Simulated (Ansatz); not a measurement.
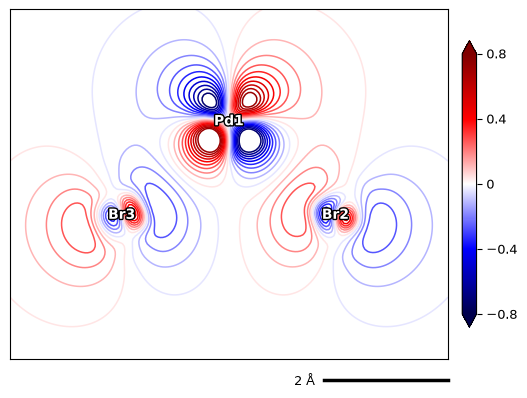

Br2Pd. The LUMO on the molecular plane (values in Å⁻³ᐟ²; the overall sign is arbitrary).

Geometry: r2SCAN-D4/def2-TZVP; core potentials replace the inner electrons of Pd.

Computed with RKS PBE0-D4/def2-TZVP (Ansatz 0.2.0).

Where does this orbital lie, and at what energy?

Answer. It lies mainly on Pd1 (about 50 %), Br2 (about 25 %) and Br3 (about 25 %). Its energy is −4.87 eV.
